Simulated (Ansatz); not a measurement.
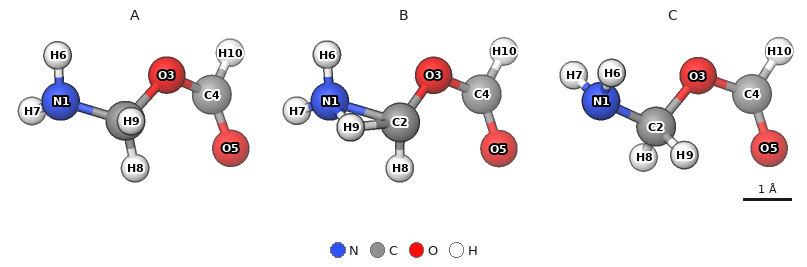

3 geometries from a converged minimum-energy path of C2H5NO2, shuffled. The picture is a ball-and-stick view, seen at a tilt.

The calculation used RKS B3LYP/def2-SVP in Ansatz 0.2.0. Set-up: 7 movable images; climbing image; force threshold 0.05 eV/Å; iteration limit 60; starting path through a guess of the saddle point.

Question: Which frame is the top of the path?

Answer: B. In order along the path, whose images run from 0 to 8: C (image 0, 0.0 kJ/mol), A (image 3, +41.4 kJ/mol), B (image 5, +365.5 kJ/mol). A hydrogen atom shifts from one atom to another. Breaking: C2–H9 (1.10 → 1.44 at the top → 2.09 Å). Forming: N1–H9 (2.08 → 1.15 at the top → 1.02 Å).

The run took 3.6 min on 2 threads of Arm Neoverse V1 (shared host), peak memory 0.19 GiB.
